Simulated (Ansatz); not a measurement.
## Mg3Ti2S2: relaxing a made-up structure

This structure for Mg3Ti2S2 is made up. Its elements were placed in a known structure type with a cell scaled to their sizes. What cell does the guess relax to, and how far off was it?

Method: DFT, r2SCAN, plane-wave PAW, files of the set soft_1, scalar-relativistic, no spin, cell and ions relaxed at zero pressure; PAW set soft_1, in Ansatz 0.2.0.

## Step 1: Starting point

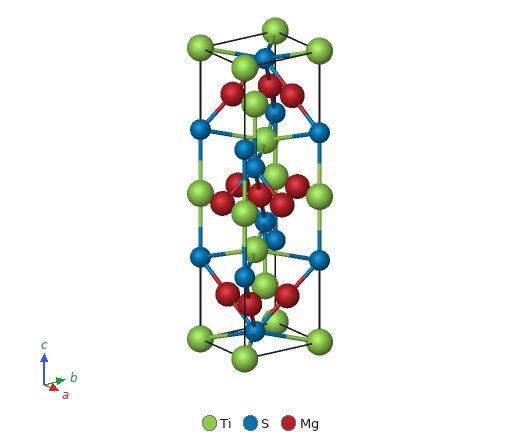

The starting structure, seen slightly off an axis (titanium green, sulfur blue, magnesium red). This picture shows the conventional cell, with its axes. Bonds to atoms that aren't drawn are left out. Some periodic images of atoms are drawn too.

## Step 2: Relaxation of the guess

The guessed cell has no reason to be at equilibrium. It is relaxed with the atoms, within the space group of the guess.

input.yaml

```yaml
crystal:
  lattice:
    - [2.8435, 1.64169549, 4.659333333]
    - [-2.8435, 1.64169549, 4.659333333]
    - [0.0, -3.283390981, 4.659333333]
  atoms:
    - { symbol: Ti, position: [0.0, 0.0, 0.0] }
    - { symbol: Ti, position: [0.5, 0.5, 0.5] }
    - { symbol: S, position: [0.7192, 0.7192, 0.7192] }
    - { symbol: S, position: [0.2808, 0.2808, 0.2808] }
    - { symbol: Mg, position: [0.0, 0.5, 0.0] }
    - { symbol: Mg, position: [0.5, 0.0, 0.0] }
    - { symbol: Mg, position: [0.0, 0.0, 0.5] }
kpoints:
  mp_grid: { grid: [6, 6, 6] }
scf:
  occupations: { method: fermi_dirac, width: 0.05 }
hamiltonian:
  xc: r2scan
  pseudopotentials: { kind: paw, azcp: { folder: soft_1 } }
relax:
  f_tol: 0.015
  max_steps: 70
  cell: {}
output:
  forces: true
  stress: true
```

Launch:

```bash
$ ansatz run input.yaml --threads 4 --pin off --max-ram 10240MiB --backend cpu --events-out ev --progress --plain --runs-dir out
```

Numbers of over 12 decimals in the logs are rounded to 6 here.

Output:

```text
Engine: ansatz 0.2.0, x86_64-unknown-linux-gnu
Pseudopotentials: kind: paw
Pseudopotential: Ti, paw, valence charge 12, recommended cutoff 500 eV (meta_gga), soft_1/Ti.paw.azcp
Pseudopotential: S, paw, valence charge 6, recommended cutoff 500 eV (meta_gga), soft_1/S.paw.azcp
Pseudopotential: Mg, paw, valence charge 10, recommended cutoff 500 eV (meta_gga), soft_1/Mg.paw.azcp
Functional definition: r2SCAN
  parameter k0 = 0.174
  parameter k1 = 0.065
  parameter a1 = 4.9479
  exchange = r2scan_x(k0 = k0, k1 = k1, a1 = a1)
  correlation = r2scan_c
Crystal: 7 atoms, lattice volume = 130.503 Å³
Basis set: ecut = 500 eV, 3299 PW (Γ), exchange–correlation on 180×180×180 points (64 copies of the dense FFT grid, shifted against one another)
Bands: 40, of which v1, the nominal top of the filled ones, is band 33 counted from 1 (32 counted from 0)
Symmetry: 12 space group operations
Space group: R-3m (ITA 166), of the structure as read, at distance tolerance 5.1e-5 Å
k-points: 32 of 216
Non-local potential: Ti, projectors of the file, l = 0: 3, l = 1: 2, l = 2: 3, l = 3: 1
Non-local potential: S, projectors of the file, l = 0: 2, l = 1: 2, l = 2: 1
Non-local potential: Mg, projectors of the file, l = 0: 3, l = 1: 2, l = 2: 1
PAW form: soft (Blöchl's): semilocal exchange-correlation on the pseudo side does not see the compensation charge
PAW frozen core: Ti, regenerated for the run's functional (the file was generated under x = pbe(κ = 0.804, μ = 0.219515), c = pbe(β = 0.066725))
PAW frozen core: S, regenerated for the run's functional (the file was generated under x = pbe(κ = 0.804, μ = 0.219515), c = pbe(β = 0.066725))
PAW frozen core: Mg, regenerated for the run's functional (the file was generated under x = pbe(κ = 0.804, μ = 0.219515), c = pbe(β = 0.066725))
PAW one-centre angular grid: Ti, 590 points (default); XC on 160 Gauss nodes
PAW one-centre angular grid: S, 302 points (default); XC on 160 Gauss nodes
PAW one-centre angular grid: Mg, 302 points (default); XC on 224 Gauss nodes
Initial density: superposition of atomic densities (chi_scale 0.1, normalization cell, long waves kept (reshape's long-wave potential 0.01 eV rms))
Initial wavefunctions: pseudopotential atomic-orbital guess
Functional: x = r2scan, c = r2scan; τ floored in thin density (d = 2e-4 eV/Å³)
SCF iter   1: F=—  HF=-12598.454432 eV  |F-HF|=—  |Δ(HF+E_count)|=         —  Δρ=5.35e-2  dr2=7.67e0  dr2_τ=1.11e-1  ethr=3.10e-3  ⟨swp⟩=7.1  Hψ=5282  notcnv=0
preconditioner: auto → Kerker (q_TF=auto, 2.435 Å⁻¹)  [metal: Δε(μ)=0.017 eV  Ē_g=5.239 eV  σ=0.050 eV  W_gap=0.09  n_scr=26 (ndim 8)  ℏωp=16.6 eV  f_vac=0.000  D(μ)=7.56/eV (n_scr^D=64)]
SCF iter   2: F=—  HF=-12597.486357 eV  |F-HF|=—  |Δ(HF+E_count)|=   9.68e-1  Δρ=3.13e-2  dr2=2.74e0  dr2_τ=5.75e-2  ethr=3.10e-3  ⟨swp⟩=2.8  Hψ=2156  notcnv=0
SCF iter   3: F=—  HF=-12597.334157 eV  |F-HF|=—  |Δ(HF+E_count)|=   1.52e-1  Δρ=3.03e-2  dr2=1.98e0  dr2_τ=1.02e-1  ethr=3.10e-3  ⟨swp⟩=3.4  Hψ=2112  notcnv=0
SCF iter   4: F=—  HF=-12597.122516 eV  |F-HF|=—  |Δ(HF+E_count)|=   2.12e-1  Δρ=1.01e-2  dr2=2.75e-1  dr2_τ=6.38e-3  ethr=3.00e-3  ⟨swp⟩=2.6  Hψ=1891  notcnv=0
SCF iter   5: F=—  HF=-12597.220954 eV  |F-HF|=—  |Δ(HF+E_count)|=   9.84e-2  Δρ=2.84e-2  dr2=2.30e0  dr2_τ=6.95e-2  ethr=4.17e-4  ⟨swp⟩=3.9  Hψ=2524  notcnv=0  recentre
SCF iter   6: F=—  HF=-12597.119577 eV  |F-HF|=—  |Δ(HF+E_count)|=   1.01e-1  Δρ=4.00e-3  dr2=2.27e-2  dr2_τ=7.35e-4  ethr=4.17e-4  ⟨swp⟩=3.7  Hψ=2014  notcnv=0
SCF iter   7: F=—  HF=-12597.124295 eV  |F-HF|=—  |Δ(HF+E_count)|=   4.72e-3  Δρ=1.05e-3  dr2=2.09e-3  dr2_τ=2.36e-4  ethr=3.44e-5  ⟨swp⟩=2.2  Hψ=2162  notcnv=0
SCF iter   8: F=—  HF=-12597.124739 eV  |F-HF|=—  |Δ(HF+E_count)|=   4.44e-4  Δρ=4.17e-4  dr2=3.84e-4  dr2_τ=1.18e-5  ethr=3.16e-6  ⟨swp⟩=2.0  Hψ=1815  notcnv=0
SCF iter   9: F=—  HF=-12597.124818 eV  |F-HF|=—  |Δ(HF+E_count)|=   7.90e-5  Δρ=6.90e-5  dr2=5.93e-6  dr2_τ=2.69e-7  ethr=5.82e-7  ⟨swp⟩=2.0  Hψ=1695  notcnv=0
SCF iter  10: F=—  HF=-12597.124880 eV  |F-HF|=—  |Δ(HF+E_count)|=   6.25e-5  Δρ=2.37e-5  dr2=8.28e-7  dr2_τ=3.81e-8  ethr=8.99e-9  ⟨swp⟩=2.0  Hψ=2139  notcnv=0
SCF iter  11: F=—  HF=-12597.124881 eV  |F-HF|=—  |Δ(HF+E_count)|=   3.30e-7  Δρ=8.33e-6  dr2=1.56e-7  dr2_τ=5.74e-9  ethr=1.25e-9  ⟨swp⟩=2.0  Hψ=1717  notcnv=0
SCF iter  12: F=-12597.124881 eV  HF=-12597.124881 eV  |F-HF|=1.11e-8  |Δ(HF+E_count)|=   2.44e-8  Δρ=2.72e-6  dr2=1.72e-8  dr2_τ=3.57e-10  ethr=1.52e-10  ⟨swp⟩=4.1  Hψ=4126  notcnv=0
SCF 1 converged in 12 iterations: F = -12597.124881 eV  dr2 = 1.72e-8
  greatest PAW one-centre occupation: 1.000 electrons in one spin orbital (limit 2), on the Mg atom at site 6 (counted from 0), in its partial waves of l = 0
relax step   1: F+E_penalty+E_count = -12597.12488077 eV  Δ(F+E_penalty+E_count) = +0.000e0 eV  max|allowed force component| = 4.411e0 eV/Å  Δτ_max = 0.0000 Å  P = +9.724 GPa  Ω = 130.503 Å³  (12 SCF iters, dr2 threshold 1.00e-7 eV, accepted)
Crystal: 7 atoms, lattice volume = 130.696 Å³
Basis set: ecut = 500 eV, 3347 PW (Γ), exchange–correlation on 180×180×180 points (64 copies of the dense FFT grid, shifted against one another)
Initial density: handed on by an earlier stage of this run
Initial wavefunctions: those handed on with the density
iter 1 solved again at ethr=1.65e-4 eV; its pass at ethr=3.10e-3 eV (dr2=1.09e-1 eV) is discarded
SCF iter   1: F=—  HF=-12598.482228 eV  |F-HF|=—  |Δ(HF+E_count)|=         —  Δρ=9.75e-3  dr2=1.09e-1  dr2_τ=2.98e-1  ethr=1.65e-4  ⟨swp⟩=1.7  Hψ=6557  notcnv=0
preconditioner: auto → Kerker (q_TF=auto, 2.435 Å⁻¹)  [metal: Δε(μ)=0.007 eV  Ē_g=5.512 eV  σ=0.050 eV  W_gap=0.04  n_scr=26 (ndim 8)  ℏωp=16.6 eV  f_vac=0.000  D(μ)=6.81/eV (n_scr^D=58)]
SCF iter   2: F=—  HF=-12598.471436 eV  |F-HF|=—  |Δ(HF+E_count)|=   1.08e-2  Δρ=8.19e-3  dr2=1.37e-1  dr2_τ=4.78e-3  ethr=1.65e-4  ⟨swp⟩=2.2  Hψ=2118  notcnv=0
SCF iter   3: F=—  HF=-12598.503590 eV  |F-HF|=—  |Δ(HF+E_count)|=   3.22e-2  Δρ=1.79e-2  dr2=8.77e-1  dr2_τ=2.75e-2  ethr=1.65e-4  ⟨swp⟩=3.0  Hψ=1780  notcnv=0  recentre
SCF iter   4: F=—  HF=-12598.470471 eV  |F-HF|=—  |Δ(HF+E_count)|=   3.31e-2  Δρ=3.88e-3  dr2=1.40e-2  dr2_τ=2.77e-4  ethr=1.65e-4  ⟨swp⟩=2.8  Hψ=1708  notcnv=0
SCF iter   5: F=—  HF=-12598.474625 eV  |F-HF|=—  |Δ(HF+E_count)|=   4.15e-3  Δρ=8.65e-4  dr2=8.83e-4  dr2_τ=5.82e-5  ethr=2.12e-5  ⟨swp⟩=2.0  Hψ=1909  notcnv=0
SCF iter   6: F=—  HF=-12598.475003 eV  |F-HF|=—  |Δ(HF+E_count)|=   3.77e-4  Δρ=4.90e-4  dr2=2.02e-4  dr2_τ=9.93e-6  ethr=1.34e-6  ⟨swp⟩=2.0  Hψ=1780  notcnv=0
[...]
SCF iter   7: F=—  HF=-12599.310181 eV  |F-HF|=—  |Δ(HF+E_count)|=   3.61e-4  Δρ=1.90e-4  dr2=4.24e-5  dr2_τ=3.96e-6  ethr=4.67e-7  ⟨swp⟩=2.0  Hψ=1885  notcnv=0
SCF iter   8: F=—  HF=-12599.310194 eV  |F-HF|=—  |Δ(HF+E_count)|=   1.30e-5  Δρ=8.81e-5  dr2=6.97e-6  dr2_τ=2.88e-7  ethr=6.42e-8  ⟨swp⟩=2.0  Hψ=1721  notcnv=0
SCF iter   9: F=—  HF=-12599.310200 eV  |F-HF|=—  |Δ(HF+E_count)|=   5.94e-6  Δρ=3.47e-5  dr2=1.80e-6  dr2_τ=6.26e-8  ethr=1.06e-8  ⟨swp⟩=2.0  Hψ=1852  notcnv=0
SCF iter  10: F=-12599.310200 eV  HF=-12599.310200 eV  |F-HF|=3.89e-7  |Δ(HF+E_count)|=   5.54e-7  Δρ=1.61e-5  dr2=5.84e-7  dr2_τ=1.40e-8  ethr=1.06e-9  ⟨swp⟩=5.0  Hψ=4321  notcnv=0
SCF 3 converged in 10 iterations: F = -12599.310200 eV  dr2 = 5.84e-7
relax step   3: F+E_penalty+E_count = -12599.31020007 eV  Δ(F+E_penalty+E_count) = -8.350e-1 eV  max|allowed force component| = 1.623e0 eV/Å  Δτ_max = 0.1947 Å  P = +2.495 GPa  Ω = 130.758 Å³  energy of the carried Pulay correction = -7.375e-5 eV  (10 SCF iters, dr2 threshold 7.00e-7 eV, accepted)
[...]
relax step   4: F+E_penalty+E_count = -12599.70547053 eV  Δ(F+E_penalty+E_count) = -3.953e-1 eV  max|allowed force component| = 3.843e-1 eV/Å  Δτ_max = 0.1989 Å  P = +3.047 GPa  Ω = 130.793 Å³  energy of the carried Pulay correction = -8.387e-5 eV  (10 SCF iters, dr2 threshold 7.00e-7 eV, accepted)
[...]
relax step   5: F+E_penalty+E_count = -12599.80086458 eV  Δ(F+E_penalty+E_count) = -9.539e-2 eV  max|allowed force component| = 1.631e-1 eV/Å  Δτ_max = 0.0777 Å  P = -0.793 GPa  Ω = 138.131 Å³  energy of the carried Pulay correction = -2.148e-3 eV  (11 SCF iters, dr2 threshold 7.00e-7 eV, accepted)
[...]
relax step   6: F+E_penalty+E_count = -12599.80821138 eV  Δ(F+E_penalty+E_count) = -7.347e-3 eV  max|allowed force component| = 4.790e-2 eV/Å  Δτ_max = 0.0147 Å  P = +0.239 GPa  Ω = 136.639 Å³  energy of the carried Pulay correction = -1.737e-3 eV  (8 SCF iters, dr2 threshold 7.00e-7 eV, accepted)
[...]
relax step   7: F+E_penalty+E_count = -12599.80849952 eV  Δ(F+E_penalty+E_count) = -2.881e-4 eV  max|allowed force component| = 3.399e-3 eV/Å  Δτ_max = 0.0053 Å  P = -0.027 GPa  Ω = 137.198 Å³  energy of the carried Pulay correction = -1.892e-3 eV  (7 SCF iters, dr2 threshold 4.05e-7 eV, accepted)
[...]
relax step   8: F+E_penalty+E_count = -12599.80859344 eV  Δ(F+E_penalty+E_count) = -9.392e-5 eV  max|allowed force component| = 6.453e-4 eV/Å  Δτ_max = 0.0010 Å  P = +0.001 GPa  Ω = 137.068 Å³  energy of the carried Pulay correction = -1.856e-3 eV  (7 SCF iters, dr2 threshold 1.20e-8 eV, accepted)
Initial wavefunctions: pseudopotential atomic-orbital guess (no wavefunctions were taken with the density)
iter 1 solved again at ethr=4.54e-7 eV; its pass at ethr=3.10e-3 eV (dr2=3.00e-4 eV) is discarded
SCF iter   1: F=—  HF=-12599.809917 eV  |F-HF|=—  |Δ(HF+E_count)|=         —  Δρ=2.44e-4  dr2=2.79e-6  dr2_τ=9.06e-6  ethr=4.54e-7  ⟨swp⟩=3.2  Hψ=8624  notcnv=0
preconditioner: auto → Kerker (q_TF=auto, 2.415 Å⁻¹)  [metal: Δε(μ)=0.022 eV  Ē_g=5.509 eV  σ=0.050 eV  W_gap=0.11  n_scr=26 (ndim 8)  ℏωp=16.2 eV  f_vac=0.000  D(μ)=8.52/eV (n_scr^D=76)]
SCF iter   2: F=—  HF=-12599.810549 eV  |F-HF|=—  |Δ(HF+E_count)|=   6.32e-4  Δρ=1.26e-4  dr2=2.30e-6  dr2_τ=5.40e-6  ethr=4.23e-9  ⟨swp⟩=2.8  Hψ=2460  notcnv=0
SCF iter   3: F=—  HF=-12599.810734 eV  |F-HF|=—  |Δ(HF+E_count)|=   1.85e-4  Δρ=1.13e-4  dr2=3.43e-5  dr2_τ=1.51e-6  ethr=3.49e-9  ⟨swp⟩=2.0  Hψ=2092  notcnv=0  recentre
SCF iter   4: F=—  HF=-12599.810756 eV  |F-HF|=—  |Δ(HF+E_count)|=   2.14e-5  Δρ=6.98e-6  dr2=6.35e-8  dr2_τ=5.83e-9  ethr=3.49e-9  ⟨swp⟩=2.0  Hψ=1662  notcnv=0
SCF iter   5: F=—  HF=-12599.810756 eV  |F-HF|=—  |Δ(HF+E_count)|=   2.39e-9  Δρ=4.03e-6  dr2=1.36e-8  dr2_τ=3.01e-9  ethr=9.62e-11  ⟨swp⟩=2.0  Hψ=1636  notcnv=0
SCF iter   6: F=—  HF=-12599.810756 eV  |F-HF|=—  |Δ(HF+E_count)|=   5.86e-8  Δρ=1.06e-6  dr2=2.83e-9  dr2_τ=1.70e-10  ethr=2.06e-11  ⟨swp⟩=2.0  Hψ=2229  notcnv=0
SCF iter   7: F=—  HF=-12599.810756 eV  |F-HF|=—  |Δ(HF+E_count)|=   1.09e-9  Δρ=5.02e-7  dr2=5.76e-10  dr2_τ=2.42e-11  ethr=4.29e-12  ⟨swp⟩=2.0  Hψ=1672  notcnv=0
SCF iter   8: F=-12599.810756 eV  HF=-12599.810756 eV  |F-HF|=1.82e-12  |Δ(HF+E_count)|=  2.11e-10  Δρ=1.41e-7  dr2=4.44e-11  dr2_τ=1.69e-12  ethr=1.00e-12  ⟨swp⟩=4.0  Hψ=4852  notcnv=0
SCF 9 converged in 8 iterations: F = -12599.810756 eV  dr2 = 4.44e-11
  greatest PAW one-centre occupation: 1.000 electrons in one spin orbital (limit 2), on the Mg atom at site 4 (counted from 0), in its partial waves of l = 0
relax step   9: F+E_penalty+E_count = -12599.81075575 eV  Δ(F+E_penalty+E_count) = -2.162e-3 eV  max|allowed force component| = 8.067e-4 eV/Å  Δτ_max = 0.0000 Å  P = +0.005 GPa  Ω = 137.068 Å³  stress off target by 9.08e-3 GPa  SCF on the basis re-selected at this cell (its energy is not comparable with the rows above)  (8 SCF iters)
basis re-selected at this cell: Δ(F+E_penalty+E_count) = -2.162e-3 eV, ΔP = +0.004 GPa vs the last step (what re-selecting the basis moved, of the pressure what is left beyond the Pulay correction that the steps carried, after the strain that the cell walked since its last selection, with what the two solves' SCF thresholds leave and, on support functions, any second-order correction that the steps lacked; it is no m [...]
SCF converged after 8 iterations
Free energy (F): -12599.810756 eV
Harris-Foulkes:  -12599.810756 eV  (|F-HF|=1.82e-12)
Internal energy: -12599.742840 eV  (E = F + TS)
E sigma→0 (E₀):  -12599.776798 eV
Entropy (-TS):   -0.067916 eV (-9.702 meV/atom)
Fermi energy:    8.175371 eV
--- Per-component energies (eV) ---
  E_band       = -1487.890431
  E_kinetic    = 977.395991
  E_local      = -7492.499941  (includes V_loc(G=0)·N_el)
  E_nonlocal   = 777.977227
  E_hartree    = 2684.344251
  E_xc         = -463.113192
  E_vxc        = -602.673422  (∫ρ·V_xc dr)
  E_paw        = -4248.749637  (= ΣΔE_a)
  E_vpaw       = -553.069764  (= ΣTr[D̂ρ^β])
  E_aug_tail   = -0.000113  (compensation charges beyond the density's cutoff)
  E_vtau       = 36.291264  (kinetic-family band-sum trace: ∫τ·v_τ [+ j·A + Jᵃ·Aᵃ] dr)
  E_ewald      = -4834.292357
  E_core_change = -0.805070  (= ΣΔE_core)
  E_smearing   = -0.067916  (= −TS)
  E_closure    = -0.000000  (closes the sum)
  Σ components = -12599.810756   (vs F -12599.810756, Δ=0.00e0)
--- Forces (eV/Å), atoms counted from 1 ---
  atom   1  Ti    -0.00000000     0.00000000    -0.00000000
  atom   2  Ti     0.00000000     0.00000000     0.00000000
  atom   3  S     -0.00000000     0.00000000    -0.00080670
  atom   4  S      0.00000000    -0.00000000     0.00080670
  atom   5  Mg     0.00000000    -0.00000000     0.00000000
  atom   6  Mg    -0.00000000     0.00000000    -0.00000000
  atom   7  Mg     0.00000000    -0.00000000     0.00000000
  max |Σ_I F_I| component: 9.25e-18 eV/Å
--- Stress (GPa, compression-positive) ---
        0.009079      -0.000000       0.000000
       -0.000000       0.009079       0.000000
        0.000000       0.000000      -0.003966
  P = ⅓ Tr σ = 0.0047 GPa (0.047 kbar)
--- Relaxed structure (8 steps of the walk, 8 accepted, 1 SCFs on fresh bases) ---
  F+E_penalty+E_count = -12599.81075575 eV   max|allowed force component| = 8.067e-4 eV/Å   (the final SCF, on the basis selected at the relaxed cell)
  cell:  # Å, volume = 137.0680 Å³
    - [2.936444, 1.695357, 4.588832]
    - [-2.936444, 1.695357, 4.588832]
    - [0, -3.390713, 4.588832]
  atoms:
    - { symbol: Ti, position: [0, 0, 0] }
    - { symbol: Ti, position: [0.500000, 0.500000, 0.5] }
    - { symbol: S, position: [0.670807, 0.670807, 0.670807] }
    - { symbol: S, position: [0.329193, 0.329193, 0.329193] }
    - { symbol: Mg, position: [2.7755575615628914e-17, 0.5, 2.7755575615628914e-17] }
    - { symbol: Mg, position: [0.5, 2.7755575615628914e-17, 2.7755575615628914e-17] }
    - { symbol: Mg, position: [0.0, 0.0, 0.5] }
```

Wall time 34 s (4 threads of AMD EPYC 9R14 (Zen 4), shared host); peak memory 1.1 GiB; 1.8 min of CPU time.

The steps of the relaxation:

| step | energy less that of the first step (eV) | largest force component (eV/Å) | pressure (GPa) | volume (Å³) |
| --- | --- | --- | --- | --- |
| 1 | 0.0000 | 4.4109 | 9.72 | 130.50 |
| 2 | -1.3503 | 2.8483 | 4.98 | 130.70 |
| 3 | -2.1853 | 1.6226 | 2.49 | 130.76 |
| 4 | -2.5806 | 0.3843 | 3.05 | 130.79 |
| 5 | -2.6760 | 0.1631 | -0.79 | 138.13 |
| 6 | -2.6833 | 0.0479 | 0.24 | 136.64 |
| 7 | -2.6836 | 0.0034 | -0.03 | 137.20 |
| 8 | -2.6837 | 0.0006 | 0.00 | 137.07 |
| 9* | -2.6859 | 0.0008 | 0.00 | 137.07 |

Relaxation steps marked * repeat the geometry before them on a plane-wave basis chosen anew for their cell, so energy and pressure can jump there.

The run keeps the 12 symmetry operations that it works with, so distortions that break them were not tested.

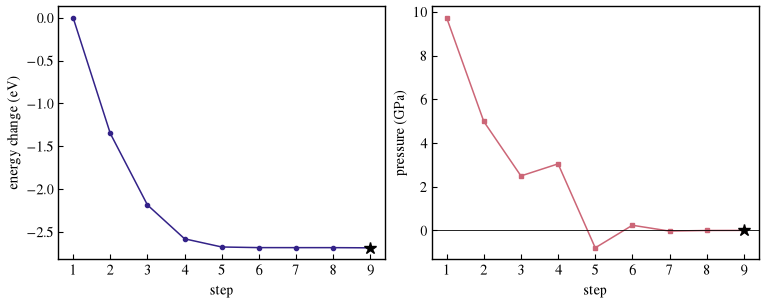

Energy and pressure along the relaxation. Stars mark steps on a basis chosen anew.

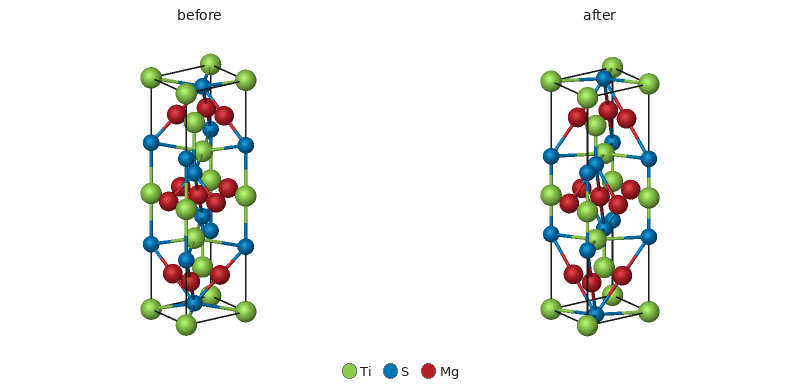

Before and after, at one scale. Bonds to atoms that aren't drawn are left out.

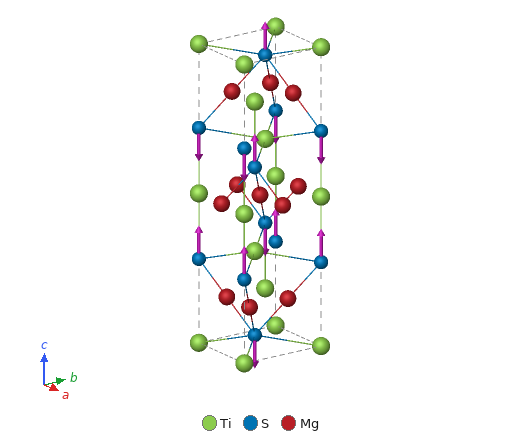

Displacements in the relaxation, exaggerated, measured against the changing cell; the longest in the cell stands for 0.67 Å. Bonds to atoms that aren't drawn are left out. Some periodic images of atoms are drawn too.

| conventional cell, symmetrised | before | after | change |
| --- | --- | --- | --- |
| a (Å) | 5.687 | 5.873 | +3.3 % |
| b (Å) | 5.687 | 5.873 | +3.3 % |
| c (Å) | 13.978 | 13.766 | -1.5 % |
| volume (Å³/atom) | 18.64 | 19.58 | +5.0 % |

The atoms that moved most (Å, as changes of fractional coordinates times the final cell):

| atom | dx | dy | dz | length |
| --- | --- | --- | --- | --- |
| S3 | 0.000 | 0.000 | -0.666 | 0.666 |
| S4 | 0.000 | 0.000 | 0.666 | 0.666 |

Final coordinates:

```xyz
7
Lattice="2.9364 1.6954 4.5888 -2.9364 1.6954 4.5888 0.0000 -3.3907 4.5888" Properties=species:S:1:pos:R:3 pbc="T T T"
Ti    0.0000    0.0000    0.0000
Ti    0.0000    0.0000    6.8832
S     0.0000    0.0000    9.2347
S     0.0000    0.0000    4.5318
Mg   -1.4682    0.8477    2.2944
Mg    1.4682    0.8477    2.2944
Mg    0.0000   -1.6954    2.2944
```

This step gave:

```
free energy             : -12599.8108 eV
energy at zero smearing : -12599.7768 eV
smearing term TS        : 0.06792 eV
Fermi energy            : 8.175 eV
electrons               : 66
symmetry operations     : 12
pressure                : 0.004730 GPa
```

Shortest distances by pair of elements, guess and relaxed (not always the same contact):

| pair | guess (Å) | relaxed (Å) |
| --- | --- | --- |
| S–Ti | 3.064 | 2.351 |
| Mg–S | 2.289 | 2.807 |
| Mg–Ti | 2.843 | 2.853 |
| Mg–Mg | 2.843 | 2.936 |
| S–S | 3.597 | 3.393 |

The relaxation ends with a largest force component of 8.1e-4 eV/Å and a pressure of 0.00 GPa.

## Step 3: Results

```
space group, relaxed : R-3m
conventional cell    : a = 5.873, b = 5.873, c = 13.766 Å; α = 90.0°, β = 90.0°, γ = 120.0°
volume per atom      : 19.58 Å³ (guess 18.64)
```

In words: Mg3Ti2S2 relaxes to R-3m with a = 5.873, b = 5.873 and c = 13.766 Å. The guessed volume was 5 % too small. The space group R-3m was held in the relaxation, so the end point is a stationary structure within it and may be a saddle against distortions or other arrangements. Mesh and cutoff weren't tested. No dispersion term is used, so weakly bound directions may come out too long. The runs have no spin, and magnetism wasn't tested. Nothing here tests whether the compound is stable against decomposition.

[Logs are printed without paths, hosts, clocks, repeated set-up lines and the standing remarks that a program may print on its own settings, such as how far it seeks lower states.]

[Hosts, paths, dates, database ids (printed as entryN), source tags and the programs' standing remarks are cut or masked in the printed files.]
